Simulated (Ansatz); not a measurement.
```xyz
8

N     1.2697   -1.0654    1.7903
N     0.0838   -1.5729    1.3593
O     1.8741   -0.2580    0.7693
O    -0.7467   -0.6059    0.7862
H     2.6766   -0.7447    0.5499
H     1.0532   -0.3874    2.5221
H     0.2813   -2.2823    0.6506
H    -0.1836   -0.1412    0.1436
```

Geometry: PBE0-D3(BJ)/def2-SVP.

Theory: isolated molecule in a Gaussian basis; Kohn-Sham density functional theory, functional PBE0 (Ansatz 0.2.0).

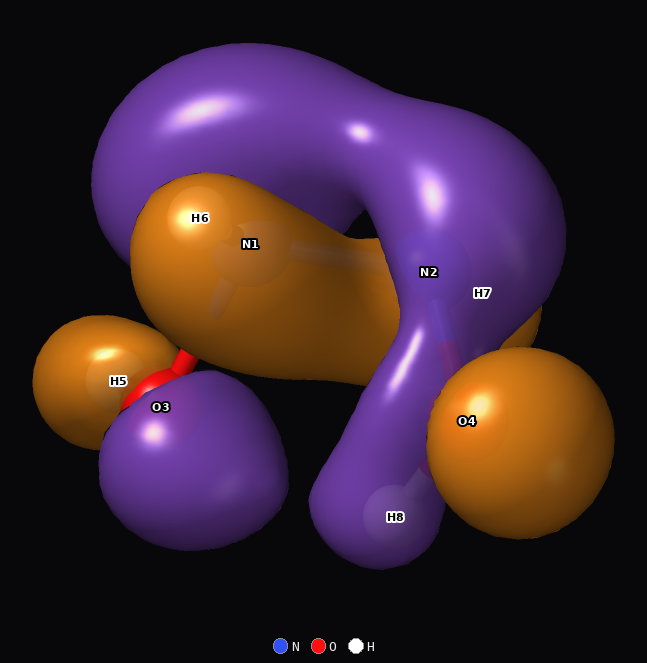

H4N2O2 (SMILES ONNO). The HOMO−1 at ±0.1 Å⁻³ᐟ² (orange and purple are the two phases), seen at a tilt.

**What is the character of this orbital?**

It lies mainly on N1 (about 45 %), N2 (about 20 %), O4 (about 15 %) and O3 (about 10 %). Its energy is −8.16 eV.
